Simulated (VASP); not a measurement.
Data:

```
GaN
1.0
    1.62179    -2.80902     0.00000
    1.62179     2.80902     0.00000
    0.00000     0.00000     5.27893
Ga N
2 2
Direct
  0.66667   0.33333   0.50003
  0.33333   0.66667   0.00003
  0.66667   0.33333   0.87697
  0.33333   0.66667   0.37697
```

Calculation: RPBE GGA, VASP's PBE PAW potentials (set 64) (plane waves; VASP). Run with 520 eV cut-off, 9×9×5 Γ-centred mesh, tetrahedra with Blöchl corrections, potentials Ga_d N.

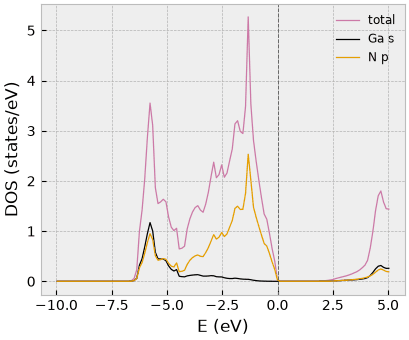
Figure: Total and projected density of states, zero at the valence-band maximum

Within 2 eV below the valence-band maximum the largest weight inside VASP's projection spheres is N p, then Ga p.

The gap is direct, 1.63 eV, from the valence maximum at Γ to the conduction minimum at Γ.

The compound is GaN in the wurtzite structure. It was relaxed first, which changed the volume by +5 %.
